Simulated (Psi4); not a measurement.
# HSE06-D3(BJ)/aug-pcseg-2 (density fitting) run of GeH2S (SMILES [SH][GeH])

Aim: the energy change on altering one bond length of GeH2S at HSE06-D3(BJ)/aug-pcseg-2 (density fitting), from 2 runs. 

Program for the calculation: Psi4 1.11.

3 further runs of the same task are left out: 1 for a known fault of the program, 1 that didn't finish, 1 set aside as unsound or not needed.

## 1. The system as given

The species is GeH2S (4 atoms), meant as a singlet with charge 0. As SMILES, `[SH][GeH]`. The coordinates come from a PBE0-D4/def2-TZVP relaxation.

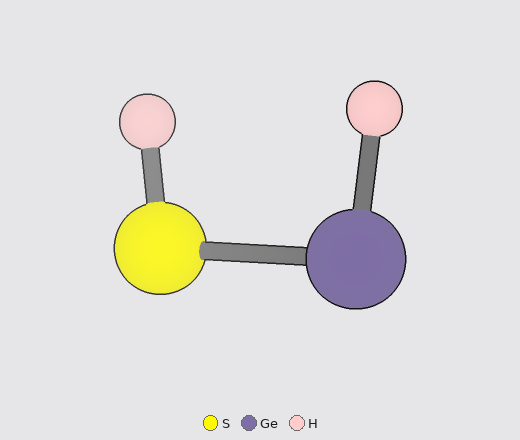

The structure, seen from a chosen angle (sulfur yellow, germanium purple, hydrogen pink).

## 2. Energy and gradient at HSE06-D3(BJ)/aug-pcseg-2 (density fitting)

Contents of geh2s.py:

```python
import psi4

psi4.set_memory(1600000000)
psi4.set_num_threads(1)
psi4.set_output_file('output.dat', False)

molecule = psi4.geometry("""
S
Ge 1 2.225307
H 1 1.342186 2 100.20639
H 2 1.594509 1 93.69268 3 -0.00306
units angstrom
""")

psi4.set_options({
    'basis': 'aug-pcseg-2',
    'scf_type': 'mem_df',
})

energy_value = psi4.gradient('HSE06-D3BJ')
print('gradient / Eh bohr^-1')
print(energy_value.np.round(6))
```

Run with:

```sh
$ python geh2s.py
```

output.dat:

```text
[...]
  Running in c1 symmetry.
[...]
  Nuclear repulsion =  147.947943402871346
[...]
  Multiplicity = 1
[...]
  Nalpha       = 25
  Nbeta        = 25
[...]
    Number of basis functions: 155
[...]
   @DF-RKS iter   1: -2474.75725162803656   -2.20957e+00   1.38942e-02 DIIS/ADIIS
[...]
   @DF-RKS iter  12: -2476.06539892491946   -2.72848e-11   9.41865e-09 DIIS
[...]
    Orbital Energies [Eh]
    ---------------------
    Doubly Occupied:
       1A   -398.996507     2A    -89.000682     3A    -49.839223
       4A    -44.310099     5A    -44.307968     6A    -44.306599
       7A     -7.992988     8A     -6.272654     9A     -5.926595
      10A     -5.923038    11A     -5.922169    12A     -4.430289
      13A     -4.423539    14A     -4.418744    15A     -1.225445
      16A     -1.223683    17A     -1.219436    18A     -1.215945
      19A     -1.213713    20A     -0.739051    21A     -0.506236
      22A     -0.412408    23A     -0.303017    24A     -0.283063
      25A     -0.248569
[...]
  @DF-RKS Final Energy: -2476.06539892491946
   => Energetics <=
    Nuclear Repulsion Energy =            147.9479434028713456
    One-Electron Energy =               -3742.1483130238461854
    Two-Electron Energy =                1198.2269671487349569
    DFT Exchange-Correlation Energy =     -80.0898651553558807
    Empirical Dispersion Energy =          -0.0021312973239514
    VV10 Nonlocal Energy =                  0.0000000000000000
    Total Energy =                      -2476.0653989249199185
[...]
 Multipole Moments:
 ------------------------------------------------------------------------------------
     Multipole            Electronic (a.u.)      Nuclear  (a.u.)        Total (a.u.)
 ------------------------------------------------------------------------------------
 L = 1.  Multiply by 2.5417464519 to convert [e a0] to [Debye]
 Dipole X            :         -0.0000887            0.0000856           -0.0000031
 Dipole Y            :         -2.6199542            2.9332954            0.3133412
 Dipole Z            :          7.5503478           -7.3633730            0.1869749
 Magnitude           :                                                    0.3648867
[...]
  -Total Gradient:
     Atom            X                  Y                   Z
    ------   -----------------  -----------------  -----------------
       1        0.000000879988     0.000058836034     0.001316716784
       2       -0.000000748426     0.000041511391    -0.001325299996
       3       -0.000000769268    -0.000055831575    -0.000054319658
       4        0.000000641028     0.000004920300     0.000099001742
[...]
```

The script printed:

```text
gradient / Eh bohr^-1
[[ 1.000e-06  5.900e-05  1.317e-03]
 [-1.000e-06  4.200e-05 -1.325e-03]
 [-1.000e-06 -5.600e-05 -5.400e-05]
 [ 1.000e-06  5.000e-06  9.900e-05]]
```

It took 15 s on 1 thread of INTEL XEON PLATINUM 8581C at 2.30GHz (Emerald Rapids), shared host; peak memory 0.82 GiB.

## 3. The distorted shape at the same level

Contents of run.py:

```python
import psi4

psi4.set_memory('1600 MB')
psi4.set_num_threads(1)
psi4.core.set_output_file('geh2s.out', False)

m = psi4.geometry("""
0 1
S     -0.283945    -1.977654     0.677806
Ge    -0.841700     0.737900    -0.743600
H      0.938555    -1.737954     1.177306
H      0.561200     1.365900    -0.319400
""")

psi4.set_options({
    'scf_type': 'mem_df',
})

result, w = psi4.gradient("hse06-d3bj/aug-pcseg-2", molecule=m, return_wfn=True)
print('gradient / Eh bohr^-1')
print(result.np.round(6))
print(f'energy = {w.energy():.10f} Eh')
```

Run with:

```sh
$ python run.py
```

geh2s.out:

```text
[...]
  Running in c1 symmetry.
[...]
  Nuclear repulsion =  111.105433258271958
[...]
  Multiplicity = 1
[...]
  Nalpha       = 25
  Nbeta        = 25
[...]
    Number of basis functions: 155
[...]
   @DF-RKS iter   1: -2474.93924114452102   -2.76209e+00   1.29812e-02 ADIIS/DIIS
[...]
   @DF-RKS iter  13: -2475.99769450084614   -4.09273e-12   4.50656e-09 DIIS
[...]
    Orbital Energies [Eh]
    ---------------------
    Doubly Occupied:
       1A   -399.051504     2A    -88.969194     3A    -49.892292
       4A    -44.363214     5A    -44.361825     6A    -44.359310
       7A     -7.957710     8A     -6.324734     9A     -5.891335
      10A     -5.889639    11A     -5.885667    12A     -4.482117
      13A     -4.476730    14A     -4.469180    15A     -1.276795
      16A     -1.276113    17A     -1.269846    18A     -1.265673
      19A     -1.265006    20A     -0.674335    21A     -0.527227
      22A     -0.362534    23A     -0.300433    24A     -0.245441
      25A     -0.225713
[...]
  @DF-RKS Final Energy: -2475.99769450084614
   => Energetics <=
    Nuclear Repulsion Energy =            111.1054332582719582
    One-Electron Energy =               -3667.5845810911027911
    Two-Electron Energy =                1160.4834653381462886
    DFT Exchange-Correlation Energy =     -79.9999496120139497
    Empirical Dispersion Energy =          -0.0020623941474332
    VV10 Nonlocal Energy =                  0.0000000000000000
    Total Energy =                      -2475.9976945008456823
[...]
 Multipole Moments:
 ------------------------------------------------------------------------------------
     Multipole            Electronic (a.u.)      Nuclear  (a.u.)        Total (a.u.)
 ------------------------------------------------------------------------------------
 L = 1.  Multiply by 2.5417464519 to convert [e a0] to [Debye]
 Dipole X            :         -4.5389167            4.4559203           -0.0829964
 Dipole Y            :          9.4802480           -7.9454592            1.5347888
 Dipole Z            :         -6.2360186            5.5467906           -0.6892280
 Magnitude           :                                                    1.6844881
[...]
  -Total Gradient:
     Atom            X                  Y                   Z
    ------   -----------------  -----------------  -----------------
       1        0.009656835547    -0.035718334912     0.019836747345
       2       -0.007700827386     0.037968916235    -0.019826270672
       3       -0.000929751904    -0.003678511974     0.001096950120
       4       -0.000980176430     0.001405482061    -0.001075293666
[...]
```

Standard output:

```text
gradient / Eh bohr^-1
[[ 0.009657 -0.035718  0.019837]
 [-0.007701  0.037969 -0.019826]
 [-0.00093  -0.003679  0.001097]
 [-0.00098   0.001405 -0.001075]]
energy = -2475.9976945008 Eh
```

Wall time 16 s (1 thread of INTEL XEON PLATINUM 8581C at 2.30GHz (Emerald Rapids), shared host); peak memory 0.8 GiB.

## 4. What came out

At HSE06-D3(BJ)/aug-pcseg-2 (density fitting):

| quantity | value |
| --- | --- |
| first shape: total energy | -2476.06540 Eh |
| first shape: dipole moment | 0.93 D |
| first shape: HOMO energy | -6.76 eV |
| first shape: LUMO energy | -3.05 eV |
| first shape: HOMO–LUMO gap | 3.71 eV |
| first shape: dispersion energy | -5.60 kJ/mol |
| first shape: largest force on an atom | 0.068 eV/Å |
| distorted shape: total energy | -2475.99769 Eh |
| distorted shape: dipole moment | 4.28 D |
| distorted shape: HOMO energy | -6.14 eV |
| distorted shape: LUMO energy | -4.23 eV |
| distorted shape: HOMO–LUMO gap | 1.91 eV |
| distorted shape: dispersion energy | -5.41 kJ/mol |
| distorted shape: largest force on an atom | 2.238 eV/Å |
| energy change with the S1–Ge2 bond stretched from 2.225 to 3.115 Å | 1.842 eV |

What this shows: With the S1–Ge2 bond stretched from 2.225 to 3.115 Å the energy rises by 1.84 eV (178 kJ/mol). The first shape isn't relaxed at this level, so the change isn't measured from a minimum.
